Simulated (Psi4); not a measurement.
## AlH2F: energy and gradient calculation

System: AlH2F, multiplicity 3, SMILES [H][Al]([H])[F].
Method: r2SCAN/def2-TZVPP, UKS (Psi4 1.11).

The geometry is that of the parent species in another charge or spin state. The geometry comes from this level: GFN2-xTB.

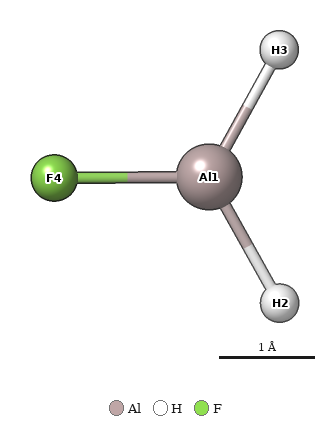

**Figure 1.** The input geometry (ball-and-stick view, seen on its broad side; atoms are numbered from 1 in the order of the input). Sticks mark near contacts. Bond lengths as drawn: Al–F 1.64 Å and Al–H 1.53 Å.

Input file (alfh2.json)
```
{
 "schema_name": "qcschema_input",
 "schema_version": 1,
 "molecule": {
  "schema_name": "qcschema_molecule",
  "schema_version": 2,
  "symbols": ["Al", "H", "H", "F"],
  "geometry": [0.03703863, 0.06175625, 0.00177634, 2.92323624, -0.03376941, 0.02660734, -1.39648871, 2.56779765, -0.03669848, -1.56378616, -2.5957845, 0.00831479],
  "molecular_charge": 0,
  "molecular_multiplicity": 3,
  "fix_symmetry": "c1"
 },
 "driver": "gradient",
 "model": {
  "method": "r2scan",
  "basis": "def2-TZVPP"
 },
 "keywords": {
  "reference": "uks",
  "puream": true,
  "e_convergence": 1e-09,
  "d_convergence": 1e-08,
  "scf_type": "pk",
  "dft_radial_points": 99,
  "dft_spherical_points": 590,
  "maxiter": 200,
  "scf_properties": ["DIPOLE", "WIBERG_LOWDIN_INDICES", "MULLIKEN_CHARGES"]
 }
}
```

Hardware: 1 thread of Intel Xeon (Granite Rapids), 12 GiB of memory available, shared host.

Command:
```bash
psi4 --qcschema alfh2.json -n 1 --memory 1600MB
```

Output
```
Psi4 1.11 release

gradient() will perform analytic gradient computation.

   => Loading Basis Set <=

    Name: DEF2-TZVPP
    Role: ORBITAL
    Keyword: BASIS

         ---------------------------------------------------------
                                   SCF
                              UKS Reference
                        1 Threads,   1525 MiB Core
         ---------------------------------------------------------

  ==> Geometry <==

    Molecular point group: c1
    Full point group: C1

    Geometry (in Bohr), charge = 0, multiplicity = 3:

       Center              X                  Y                   Z               Mass
    ------------   -----------------  -----------------  -----------------  -----------------
         AL           0.603161170261     1.001334721107    -0.002301659835    26.981538530000
         H            3.489358780261     0.905809061107     0.022529340165     1.007825032230
         H           -0.830366169739     3.507376121107    -0.040776479835     1.007825032230
         F           -0.997663619739    -1.656206028893     0.004236790165    18.998403162730

  Running in c1 symmetry.

  Rotational constants: A =      4.69737  B =      0.49641  C =      0.44896 [cm^-1]
  Rotational constants: A = 140823.55218  B =  14882.00548  C =  13459.62021 [MHz]
  Nuclear repulsion =   50.398213586904838

  Charge       = 0
  Multiplicity = 3
  Electrons    = 24
  Nalpha       = 13
  Nbeta        = 11

  ==> Algorithm <==

  SCF Algorithm Type is PK.
  DIIS enabled.
  MOM disabled.
  Fractional occupation disabled.
  Guess Type is SAD.
  Energy threshold   = 1.00e-09
  Density threshold  = 1.00e-08
  Integral threshold = 1.00e-12

  ==> Primary Basis <==

  Basis Set: DEF2-TZVPP
    Blend: DEF2-TZVPP
    Number of shells: 37
    Number of basis functions: 101
    Number of Cartesian functions: 114
    Spherical Harmonics?: true
    Max angular momentum: 3

  ==> DFT Potential <==

   => LibXC <=

    Version 7.1.2

   => Composite Functional: R2SCAN <=

    r2SCAN Meta-GGA XC Functional  (0.1021/acs.jpclett.0c02405)

    Deriv               =              1
    GGA                 =           TRUE
    Meta                =           TRUE

    Exchange Hybrid     =          FALSE
    MP2 Hybrid          =          FALSE

   => Exchange Functionals <=

    1.0000   XC_MGGA_X_R2SCAN

   => Correlation Functionals <=

    1.0000   XC_MGGA_C_R2SCAN

   => LibXC Density Thresholds  <==

    XC_MGGA_C_R2SCAN:  1.00E-15
    XC_MGGA_X_R2SCAN:  1.00E-11

   => Molecular Quadrature <=

    Radial Scheme          =       TREUTLER
    Pruning Scheme         =           NONE
    Nuclear Scheme         =       TREUTLER

    Blocking Scheme        =         OCTREE
    BS radius alpha        =              1
    Pruning alpha          =              1
    Radial Points          =             99
    Spherical Points       =            590
    Total Points           =         224713
    Total Blocks           =           1665
    Max Points             =            256
    Max Functions          =            101
    Weights Tolerance      =       1.00E-15

  ==> Integral Setup <==

  Using in-core PK algorithm.
   Calculation information:
      Number of atoms:                   4
      Number of AO shells:              37
      Number of primitives:             63
      Number of atomic orbitals:       114
      Number of basis functions:       101

      Integral cutoff                 1.00e-12
      Number of threads:                 1

  Performing in-core PK
  Using 26537952 doubles for integral storage.
  We computed 235490 shell quartets total.
  Whereas there are 247456 unique shell quartets.

  ==> DiskJK: Disk-Based J/K Matrices <==

    J tasked:                  Yes
    K tasked:                   No
    wK tasked:                  No
    Memory [MiB]:              793
    Schwarz Cutoff:          1E-12

  Cached 25.0% of DFT collocation blocks in 0.328 [GiB].

  Minimum eigenvalue in the overlap matrix is 4.6154504813E-03.
  Reciprocal condition number of the overlap matrix is 1.0391705107E-03.
    Using symmetric orthogonalization.

  ==> Pre-Iterations <==

  SCF Guess: Superposition of Atomic Densities via on-the-fly atomic UHF (no occupation information).

   -------------------------
    Irrep   Nso     Nmo
   -------------------------
     A        101     101
   -------------------------
    Total     101     101
   -------------------------

  ==> Iterations <==

                        Total Energy        Delta E     RMS |[F,P]|

   @UKS iter SAD:  -342.97794011997519   -3.42978e+02   0.00000e+00
   @UKS iter   1:  -343.22041715918709   -2.42477e-01   5.51443e-03 DIIS/ADIIS
   @UKS iter   2:  -342.26450782363867    9.55909e-01   1.53834e-02 DIIS/ADIIS
   @UKS iter   3:  -343.30393890440962   -1.03943e+00   1.68427e-03 DIIS/ADIIS
   @UKS iter   4:  -343.31768975834166   -1.37509e-02   3.50327e-04 DIIS/ADIIS
   @UKS iter   5:  -343.31804361844570   -3.53860e-04   9.08447e-05 DIIS
   @UKS iter   6:  -343.31809701138690   -5.33929e-05   7.64903e-05 DIIS
   @UKS iter   7:  -343.31810824579463   -1.12344e-05   5.13876e-05 DIIS
   @UKS iter   8:  -343.31813300103516   -2.47552e-05   1.17950e-05 DIIS
   @UKS iter   9:  -343.31813392572866   -9.24693e-07   8.08424e-07 DIIS
   @UKS iter  10:  -343.31813393139436   -5.66570e-09   6.06255e-07 DIIS
   @UKS iter  11:  -343.31813393406958   -2.67522e-09   2.10072e-07 DIIS
   @UKS iter  12:  -343.31813393440387   -3.34296e-10   2.59445e-08 DIIS
   @UKS iter  13:  -343.31813393441007   -6.19593e-12   8.94049e-09 DIIS
  Energy and wave function converged.

  ==> Post-Iterations <==

   Electrons on quadrature grid:
      Nalpha   =   12.9999999507 ; deviation = -4.928e-08
      Nbeta    =   10.9999999190 ; deviation = -8.101e-08
      Ntotal   =   23.9999998697 ; deviation = -1.303e-07

   @Spin Contamination Metric:   7.512071947E-03
   @S^2 Expected:                2.000000000E+00
   @S^2 Observed:                2.007512072E+00
   @S   Expected:                1.000000000E+00
   @S   Observed:                1.000000000E+00

    Orbital Energies [Eh]
    ---------------------

    Alpha Occupied:

       1A    -55.775600     2A    -24.468683     3A     -4.090823
       4A     -2.630730     5A     -2.629384     6A     -2.626427
       7A     -1.122273     8A     -0.480050     9A     -0.410998
      10A     -0.408672    11A     -0.382750    12A     -0.374319
      13A     -0.124025

    Alpha Virtual:

      14A     -0.055963    15A     -0.011420    16A      0.067866
      17A      0.085393    18A      0.090663    19A      0.148396
      20A      0.165208    21A      0.179673    22A      0.186892
      23A      0.244912    24A      0.286655    25A      0.324232
      26A      0.394541    27A      0.416097    28A      0.579013
      29A      0.590185    30A      0.592985    31A      0.609688
      32A      0.655249    33A      0.677679    34A      0.714988
      35A      0.731256    36A      0.749132    37A      0.780306
      38A      0.789933    39A      0.850450    40A      0.858365
      41A      0.875572    42A      0.936137    43A      0.996136
      44A      1.069637    45A      1.085444    46A      1.118007
      47A      1.345261    48A      1.398062    49A      1.479713
      50A      1.869888    51A      1.886336    52A      1.948165
      53A      2.054771    54A      2.118038    55A      2.349949
      56A      2.421280    57A      2.504229    58A      2.592253
      59A      2.639859    60A      3.043716    61A      3.099483
      62A      3.171340    63A      3.200830    64A      3.218627
      65A      3.246783    66A      3.263829    67A      3.284316
      68A      3.289857    69A      3.337763    70A      3.455920
      71A      3.493458    72A      3.525826    73A      3.541768
      74A      3.594182    75A      3.620269    76A      3.805470
      77A      3.860788    78A      3.908348    79A      3.933306
      80A      3.962970    81A      4.182663    82A      4.261316
      83A      4.497777    84A      4.581255    85A      6.962284
      86A      6.968568    87A      6.969727    88A      6.971479
      89A      6.972043    90A      6.976805    91A      7.015830
      92A      8.202152    93A      8.381887    94A      8.495132
      95A      8.618058    96A      8.729336    97A      8.802125
      98A      9.162656    99A      9.561051   100A      9.725742
     101A     56.862449

    Beta Occupied:

       1A    -55.772311     2A    -24.463698     3A     -4.088333
       4A     -2.626192     5A     -2.624496     6A     -2.622635
       7A     -1.113095     8A     -0.437998     9A     -0.377953
      10A     -0.373528    11A     -0.367956

    Beta Virtual:

      12A     -0.297813    13A     -0.036067    14A     -0.001227
      15A      0.044169    16A      0.103885    17A      0.145789
      18A      0.155120    19A      0.190289    20A      0.204800
      21A      0.207881    22A      0.259262    23A      0.303784
      24A      0.321221    25A      0.375825    26A      0.439766
      27A      0.487365    28A      0.597406    29A      0.640958
      30A      0.656452    31A      0.662964    32A      0.693686
      33A      0.715307    34A      0.740641    35A      0.779319
      36A      0.783332    37A      0.816333    38A      0.831566
      39A      0.907492    40A      0.912768    41A      0.915093
      42A      0.978053    43A      1.049156    44A      1.131432
      45A      1.155424    46A      1.166169    47A      1.401228
      48A      1.475098    49A      1.567834    50A      1.898165
      51A      1.904019    52A      1.978349    53A      2.073220
      54A      2.137533    55A      2.365372    56A      2.445459
      57A      2.597961    58A      2.654666    59A      2.766284
      60A      3.078739    61A      3.125014    62A      3.200621
      63A      3.252735    64A      3.287395    65A      3.312490
      66A      3.332350    67A      3.399544    68A      3.404729
      69A      3.447499    70A      3.560235    71A      3.574806
      72A      3.595117    73A      3.647832    74A      3.712544
      75A      3.725821    76A      3.914691    77A      3.929338
      78A      4.044787    79A      4.053430    80A      4.107959
      81A      4.266662    82A      4.399670    83A      4.637127
      84A      4.724951    85A      6.968982    86A      6.978041
      87A      6.985899    88A      6.988530    89A      6.989492
      90A      6.992162    91A      7.031194    92A      8.221120
      93A      8.407040    94A      8.515324    95A      8.629484
      96A      8.748146    97A      8.815896    98A      9.178700
      99A      9.580884   100A      9.742026   101A     56.864181

    Final Occupation by Irrep:
              A
    DOCC [    11 ]
    SOCC [     2 ]
    NA   [    13 ]
    NB   [    11 ]

  @UKS Final Energy:  -343.31813393441007

   => Energetics <=

    Nuclear Repulsion Energy =             50.3982135869048378
    One-Electron Energy =                -577.9682229298562106
    Two-Electron Energy =                 214.0307798967986628
    DFT Exchange-Correlation Energy =     -29.7789044882573251
    Empirical Dispersion Energy =           0.0000000000000000
    VV10 Nonlocal Energy =                  0.0000000000000000
    Total Energy =                       -343.3181339344100707

  UHF NO Occupations:
  HONO-2 :   11  A 1.9967665
  HONO-1 :   12  A 1.0000000
  HONO-0 :   13  A 1.0000000
  LUNO+0 :   14  A 0.0032335
  LUNO+1 :   15  A 0.0002527
  LUNO+2 :   16  A 0.0001757
  LUNO+3 :   17  A 0.0000826

Computation Completed

Properties will be evaluated at   0.000000,   0.000000,   0.000000 [a0]

Properties computed using the SCF density matrix

 Multipole Moments:

 ------------------------------------------------------------------------------------
     Multipole            Electronic (a.u.)      Nuclear  (a.u.)        Total (a.u.)
 ------------------------------------------------------------------------------------

 L = 1.  Multiply by 2.5417464519 to convert [e a0] to [Debye]
 Dipole X            :         -1.1743701            1.5211152            0.3467452
 Dipole Y            :         -1.9499103            2.5246823            0.5747720
 Dipole Z            :          0.0031656           -0.0100376           -0.0068720
 Magnitude           :                                                    0.6712989

 ------------------------------------------------------------------------------------
  Mulliken Charges: (a.u.)
   Center  Symbol    Alpha    Beta     Spin     Total
       1    AL     6.91741  5.83233  1.08509  0.25026
       2     H     0.68729  0.28256  0.40473  0.03015
       3     H     0.68723  0.28282  0.40441  0.02995
       4     F     4.70807  4.60230  0.10577 -0.31037

   Total alpha = 13.00000, Total beta = 11.00000, Total charge =  0.00000

  Wiberg Bond Indices using Orthogonal Lowdin Orbitals:

  Total Bond Index:
  Irrep: 1 Size: 4 x 4

                 1                   2                   3                   4

    1     0.00000000000000     0.81572203983407     0.81598518204277     1.75410572437937
    2     0.81572203983407     0.00000000000000     0.16546770351006     0.06186010240576
    3     0.81598518204277     0.16546770351006     0.00000000000000     0.06184940611647
    4     1.75410572437937     0.06186010240576     0.06184940611647     0.00000000000000

  Alpha Contribution:
  Irrep: 1 Size: 4 x 4

                 1                   2                   3                   4

    1     0.00000000000000     0.55466543684693     0.55471222861810     0.85506321733463
    2     0.55466543684693     0.00000000000000     0.01860605809755     0.01464203548765
    3     0.55471222861810     0.01860605809755     0.00000000000000     0.01464703229000
    4     0.85506321733463     0.01464203548765     0.01464703229000     0.00000000000000

  Beta Contribution:
  Irrep: 1 Size: 4 x 4

                 1                   2                   3                   4

    1     0.00000000000000     0.26105660298714     0.26127295342468     0.89904250704474
    2     0.26105660298714     0.00000000000000     0.14686164541251     0.04721806691810
    3     0.26127295342468     0.14686164541251     0.00000000000000     0.04720237382647
    4     0.89904250704474     0.04721806691810     0.04720237382647     0.00000000000000

  Atomic Valences:

 #  #
 Irrep: 1
      1:    3.385812946256212
      2:    1.043049845749887
      3:    1.043302291669305
      4:    1.877815232901598

	total time  =         36 seconds =       0.60 minutes

         ------------------------------------------------------------
                                   SCF GRAD
         ------------------------------------------------------------

  ==> Geometry <==

    Molecular point group: c1
    Full point group: C1

    Geometry (in Bohr), charge = 0, multiplicity = 3:

       Center              X                  Y                   Z               Mass
    ------------   -----------------  -----------------  -----------------  -----------------
         AL           0.603161170261     1.001334721107    -0.002301659835    26.981538530000
         H            3.489358780261     0.905809061107     0.022529340165     1.007825032230
         H           -0.830366169739     3.507376121107    -0.040776479835     1.007825032230
         F           -0.997663619739    -1.656206028893     0.004236790165    18.998403162730

  Nuclear repulsion =   50.398213586904838

  ==> Basis Set <==

  Basis Set: DEF2-TZVPP
    Blend: DEF2-TZVPP
    Number of shells: 37
    Number of basis functions: 101
    Number of Cartesian functions: 114
    Spherical Harmonics?: true
    Max angular momentum: 3

  ==> DirectJKGrad: Integral-Direct SCF Gradients <==

    Gradient:                    1
    J tasked:                  Yes
    K tasked:                   No
    wK tasked:                  No
    Integrals threads:           1
    Schwarz Cutoff:          1E-12

  ==> DFT Potential <==

   => LibXC <=

    Version 7.1.2

   => Composite Functional: R2SCAN <=

    r2SCAN Meta-GGA XC Functional  (0.1021/acs.jpclett.0c02405)

    Deriv               =              1
    GGA                 =           TRUE
    Meta                =           TRUE

    Exchange Hybrid     =          FALSE
    MP2 Hybrid          =          FALSE

   => Exchange Functionals <=

    1.0000   XC_MGGA_X_R2SCAN

   => Correlation Functionals <=

    1.0000   XC_MGGA_C_R2SCAN

   => LibXC Density Thresholds  <==

    XC_MGGA_C_R2SCAN:  1.00E-15
    XC_MGGA_X_R2SCAN:  1.00E-11

   => Molecular Quadrature <=

    Radial Scheme          =       TREUTLER
    Pruning Scheme         =           NONE
    Nuclear Scheme         =       TREUTLER

    Blocking Scheme        =         OCTREE
    BS radius alpha        =              1
    Pruning alpha          =              1
    Radial Points          =             99
    Spherical Points       =            590
    Total Points           =         224713
    Total Blocks           =           1665
    Max Points             =            256
    Max Functions          =            101
    Weights Tolerance      =       1.00E-15

  -Total Gradient:
     Atom            X                  Y                   Z
    ------   -----------------  -----------------  -----------------
       1        0.015176331233     0.025280862063    -0.000504106919
       2       -0.031637682179    -0.005284487450    -0.000090835367
       3        0.010144281589    -0.030496553686     0.000522001434
       4        0.006241043038     0.010374061074     0.000077967041

	total time  =          6 seconds =       0.10 minutes

    Psi4 run time: 0:00:42.37
```

File result.json
```
{
 "driver": "gradient",
 "model": {
  "method": "r2scan",
  "basis": "def2-TZVPP"
 },
 "success": true,
 "return_result": [0.01517633123278761, 0.025280862063329898, -0.0005041069190043371, -0.03163768217867169, -0.005284487449942905, -9.083536665121009e-05, 0.010144281588589543, -0.030496553685997657, 0.0005220014339719708, 0.006241043037620339, 0.010374061073695318, 7.796704065599861e-05],
 "properties": {
  "calcinfo_nbasis": 101,
  "calcinfo_nmo": 101,
  "calcinfo_nalpha": 13,
  "calcinfo_nbeta": 11,
  "calcinfo_natom": 4,
  "nuclear_repulsion_energy": 50.39821358690484,
  "return_energy": -343.31813393441007,
  "return_gradient": [0.01517633123278761, 0.025280862063329898, -0.0005041069190043371, -0.03163768217867169, -0.005284487449942905, -9.083536665121009e-05, 0.010144281588589543, -0.030496553685997657, 0.0005220014339719708, 0.006241043037620339, 0.010374061073695318, 7.796704065599861e-05],
  "scf_one_electron_energy": -577.9682229298562,
  "scf_two_electron_energy": 214.03077989679866,
  "scf_xc_energy": -29.778904488257325,
  "scf_dipole_moment": [0.3467451765574623, 0.5747719776068263, -0.0068720244481394535],
  "scf_total_energy": -343.31813393441007,
  "scf_total_gradient": [0.01517633123278761, 0.025280862063329898, -0.0005041069190043371, -0.03163768217867169, -0.005284487449942905, -9.083536665121009e-05, 0.010144281588589543, -0.030496553685997657, 0.0005220014339719708, 0.006241043037620339, 0.010374061073695318, 7.796704065599861e-05],
  "scf_iterations": 13
 }
}
```

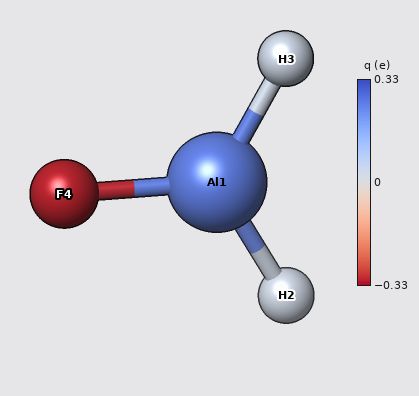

**Figure 2.** Mulliken charges, as the colour of each atom (ball-and-stick view, seen at a tilt; atoms are numbered from 1 in the order of the input). By element: Al +0.25, H +0.03 and F −0.31 e.

Summary

- outcome: converged
- total energy: −343.318134 hartree
- basis functions: 101
- largest force: 1.653 eV/Å
- ⟨S²⟩: 2.008
- dipole moment: 1.71 D
- wall time: 44 s
- peak memory: 0.77 GiB
